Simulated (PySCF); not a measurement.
# C2H5BClF (SMILES CCB(F)Cl): r2SCAN/ANO-RCC-MB (sfX2C)

Aim: the vertical singlet–triplet gap of C2H5BClF at r2SCAN/ANO-RCC-MB (sfX2C), from 2 runs. The job is set up through a Python script.

The calculation is run with PySCF 2.14.0.

## 1. The molecule

C2H5BClF: 10 atoms, total charge 0, spin state singlet. SMILES: `CCB(F)Cl`. The shape is that of a PBE0-D4/def2-TZVP optimisation. This is one conformer, not always the lowest.

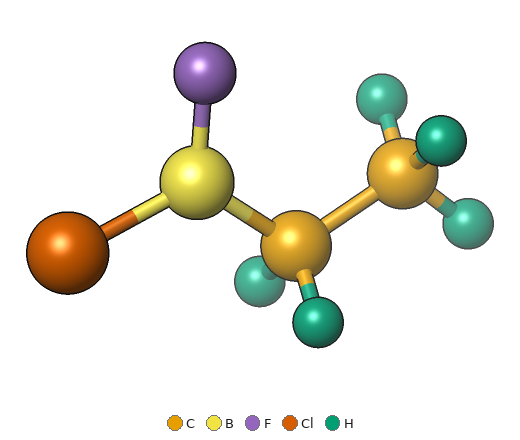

The structure, seen from a chosen angle (carbon amber, boron yellow, fluorine purple, chlorine orange, hydrogen teal).

## 2. A single-point energy at r2SCAN/ANO-RCC-MB (sfX2C)

calc.py reads:

```python
from pyscf import gto, dft

mol = gto.M(
    atom=[
    ('C', (-0.833800, 0.266600, 0.896700)),
    ('C', (0.326800, 0.449400, -0.073300)),
    ('B', (0.658700, -0.784000, -0.963100)),
    ('F', (-0.024500, -1.909700, -0.881400)),
    ('Cl', (1.971400, -0.748900, -2.136800)),
    ('H', (-1.760200, 0.030900, 0.368900)),
    ('H', (-0.643800, -0.551400, 1.594800)),
    ('H', (-1.006600, 1.170800, 1.483600)),
    ('H', (0.149000, 1.298900, -0.745300)),
    ('H', (1.245900, 0.726300, 0.458900)),
],
    max_memory=1860,
    verbose=3,
    basis='ano-rcc-mb',
)

mf = dft.RKS(mol)
mf.xc = 'r2scan'
mf = mf.x2c()
mf.grids.level = 4
mf.conv_tol = 1e-10
mf.kernel()
if not mf.converged:
    mf = mf.newton().run(mf.mo_coeff, mf.mo_occ)

e_final = mf.e_tot
print('E(%s) = %.9f' % ('R2SCAN', e_final))
```

The run is started by

```sh
OMP_NUM_THREADS=1 python calc.py
```

The log of the run:

```text
converged SCF energy = -665.471319191391
E(R2SCAN) = -665.471319191
```

Run time: 16 s. Hardware: 1 thread of Arm Neoverse V1, shared host; peak memory 0.28 GiB.

## 3. The triplet at the same level

run.py reads:

```python
from pyscf import gto, dft

mol = gto.M(
    atom='''
C       -0.833800       0.266600       0.896700
C        0.326800       0.449400      -0.073300
B        0.658700      -0.784000      -0.963100
F       -0.024500      -1.909700      -0.881400
Cl       1.971400      -0.748900      -2.136800
H       -1.760200       0.030900       0.368900
H       -0.643800      -0.551400       1.594800
H       -1.006600       1.170800       1.483600
H        0.149000       1.298900      -0.745300
H        1.245900       0.726300       0.458900
''',
    max_memory=1860,
    verbose=3,
    basis='ano-rcc-mb',
    spin=2,
)

mf = dft.UKS(mol, xc='r2scan')
mf = mf.x2c()
mf.conv_tol = 1e-10
mf.grids.level = 4
mf.kernel()
if not mf.converged:
    mf = mf.newton().run(mf.mo_coeff, mf.mo_occ)

energy = mf.e_tot
print('Final energy', energy)
```

The run is started by

```sh
OMP_NUM_THREADS=1 python run.py
```

The log of the run:

```text
WARN: HOMO -0.0594576665098554 >= LUMO -0.349952550996565

WARN: HOMO -0.0382356859968183 >= LUMO -0.208569743093632

WARN: HOMO -0.0920892556963634 >= LUMO -0.310535160972652

WARN: HOMO -0.103664968650932 >= LUMO -0.327655176307649

WARN: HOMO -0.101356990111293 >= LUMO -0.328142436639

WARN: HOMO -0.101054277418217 >= LUMO -0.32877478818781

WARN: HOMO -0.102070417676765 >= LUMO -0.328640138626726

WARN: HOMO -0.101896206029634 >= LUMO -0.328453711439828

WARN: HOMO -0.101977074192826 >= LUMO -0.32848487485269

WARN: HOMO -0.102011707427634 >= LUMO -0.328467650920956

WARN: HOMO -0.10198881217587 >= LUMO -0.328456724859884

WARN: HOMO -0.101992911795562 >= LUMO -0.328462882542731

WARN: HOMO -0.101990398345805 >= LUMO -0.328461153276918

WARN: HOMO -0.101991094127727 >= LUMO -0.328461317410527

WARN: HOMO -0.10199112034546 >= LUMO -0.328461326413869

WARN: HOMO -0.101991207325167 >= LUMO -0.328461308943571

converged SCF energy = -665.239432716214  <S^2> = 2.0022396  2S+1 = 3.0014927
Final energy -665.2394327162142
```

Run time: 32 s. Hardware: 1 thread of Arm Neoverse V1, shared host; peak memory 0.3 GiB.

## 4. What came out

Level: r2SCAN/ANO-RCC-MB (sfX2C).

```
                                        quantity          value
                           singlet: total energy  -665.47132 Eh
                          singlet: dipole moment         1.87 D
                            singlet: HOMO energy       -9.07 eV
                            singlet: LUMO energy       -2.63 eV
                          singlet: HOMO–LUMO gap        6.44 eV
                           triplet: total energy  -665.23943 Eh
                          triplet: dipole moment         2.64 D
     triplet: HOMO energy (highest over α and β)       -2.78 eV
                                   triplet: ⟨S²⟩          2.002
vertical energy of the triplet above the singlet       6.310 eV
```

**Reading.** At this shape the triplet lies 6.31 eV (609 kJ/mol) above the singlet. In a minimal basis such a difference can be off by several eV, whatever the method. Mulliken charges (triplet) run from -0.54 on C1 to +0.26 on B3; they depend strongly on the basis.
